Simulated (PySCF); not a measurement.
C$_{2}$H$_{4}$BBr$_{3}$Si (SMILES C=C(Br)B[SiH](Br)Br)

The calculation's input:

```
{"job": {"kind": "uv", "xc": "B3LYP", "basis": "def2-SVPD", "nstates": 8, "ntriplets": 3}, "charge": 0, "multiplicity": 1}
C     -2.380894    -0.221805     0.096253
C     -1.140328     0.276568     0.074973
Br    -0.977897     2.205631     0.274850
B      0.134868    -0.566151    -0.098529
Si     1.903326     0.240672    -0.153217
Br     2.905109    -0.211827     1.816732
Br     3.171621    -0.750827    -1.728817
H     -2.540242    -1.282588    -0.006379
H     -3.261397     0.390784     0.210847
H     -0.014852    -1.726431    -0.158400
H      2.206110     1.648644    -0.354278
```

Command:

```sh
OMP_NUM_THREADS=1 python probes_run.py task.json out
```

Geometry: GFN2-xTB.

Method: B3LYP/def2-SVPD, SCF density, gas phase (PySCF).

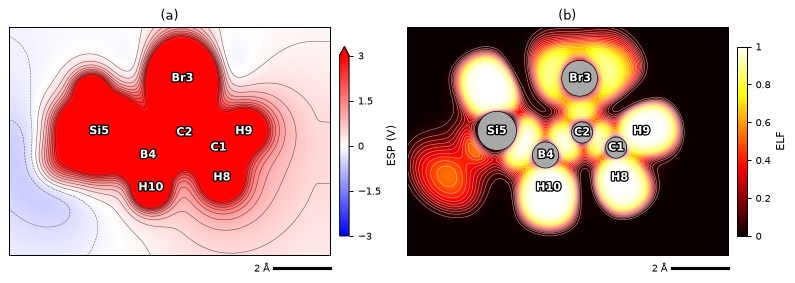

Figure 1. (a) electrostatic potential; (b) electron localisation function on the plane of atoms Br3, C2 and B4. Grey discs cover the atomic cores in the ELF map.

Question: Read the bonding off the picture.

Answer: Atoms in the plane: C, Br, B, Si and H. C–C (1.34 Å): the ELF peaks at about 0.95 between the atoms: a short, multiple covalent bond. C–B (1.54 Å): the ELF peaks at about 1 between the atoms, as expected for localised, covalent bonding. Si–B (1.94 Å): the ELF peaks at about 1 between the atoms; localised, covalent bonding. C–Br (1.95 Å): the ELF peaks at about 0.90 between the atoms; a covalent bond. C–H (1.08 Å): the ELF climbs to about 1 towards the hydrogen, as it does in any bond to H: a covalent bond by its length. The ELF also peaks beside Br3, away from the bonds: lone-pair regions. Outside the dense part of the molecule the potential is most negative (−0.6 V) near Br7, which lies off the plane.

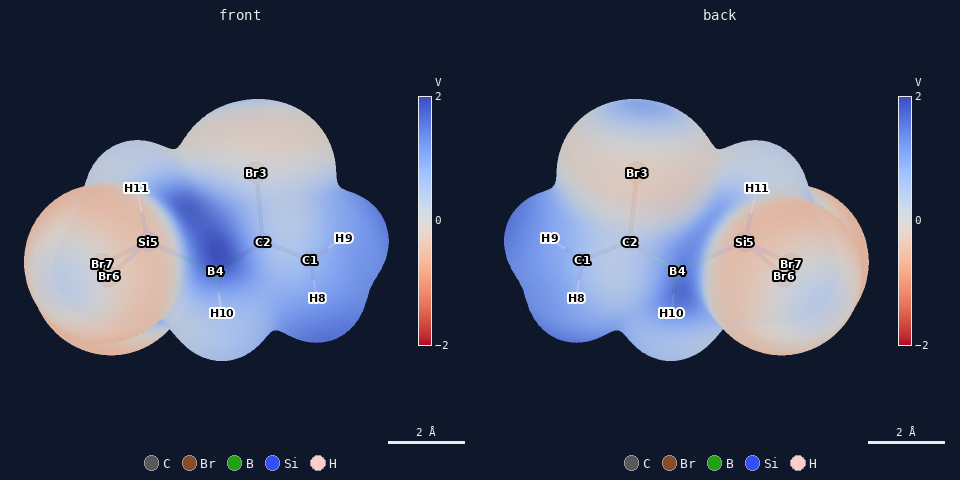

Figure 2. The molecular electrostatic potential painted on the density surface at 0.002 e/bohr³, seen from the front and from behind; the colour scale runs from red (negative) to blue (positive).

Question: Describe the electrostatic potential map.

Answer: The most negative region (about −0.6 V) lies over Br6 and Br7, the most positive (about +1.9 V) over B4 and Si5. Br3 shows a σ-hole: about +1.0 V at the tip opposite its bond, against about −0.1 V on its flanks. Br6 shows a σ-hole: about +0.4 V at the tip opposite its bond, against about −0.4 V on its flanks. Br7 shows a σ-hole: about +0.3 V at the tip opposite its bond, against about −0.5 V on its flanks.
